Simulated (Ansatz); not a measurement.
The structure below was relaxed with plane-wave PAW DFT at the PBE level (Ansatz, a first-principles code, 420 eV), no SOC.

```yaml
crystal:
  lattice:
    - [3.91185, 0.00000, 0.00000]
    - [0.00000, 3.91499, 0.00000]
    - [0.00000, 0.00000, 11.07093]
  atoms:
    - { symbol: Si, position: [0.75000, 0.00000, 0.81626] }
    - { symbol: Si, position: [0.25000, 0.50000, 0.06125] }
    - { symbol: Si, position: [0.75000, 0.00000, 0.30578] }
    - { symbol: Ge, position: [0.25000, 0.50000, 0.56698] }
    - { symbol: Si, position: [0.75000, 0.50000, 0.93875] }
    - { symbol: Si, position: [0.25000, 0.00000, 0.18374] }
    - { symbol: Ge, position: [0.75000, 0.50000, 0.43302] }
    - { symbol: Si, position: [0.25000, 0.00000, 0.69422] }
```

Find the space group and the Wyckoff positions.

Space group Pmma (No. 51); a = 3.912 Å, b = 3.915 Å, c = 11.071 Å, α = β = γ = 90.00°

```json
[
 {"atom": "Si", "site": "2e", "symmetry": "mm2", "x": "0.2500", "y": "0.0000", "z": "0.1837"},
 {"atom": "Si", "site": "2f", "symmetry": "mm2", "x": "0.2500", "y": "0.5000", "z": "0.0612"},
 {"atom": "Si", "site": "2e", "symmetry": "mm2", "x": "0.2500", "y": "0.0000", "z": "0.6942"},
 {"atom": "Ge", "site": "2f", "symmetry": "mm2", "x": "0.2500", "y": "0.5000", "z": "0.5670"}
]
```

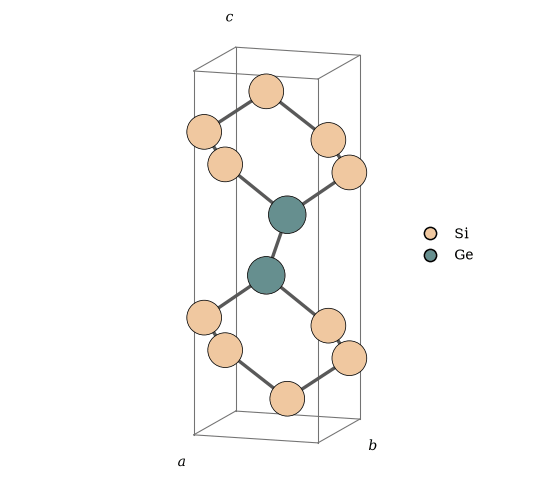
*The conventional cell*

These are small ordered cells, not random alloys; other orderings at the same x differ. Whether these cells are dynamically stable was not tested. The cell was made from Ge by this change: x(Si) = 0.75, 8 atoms, Pmma.
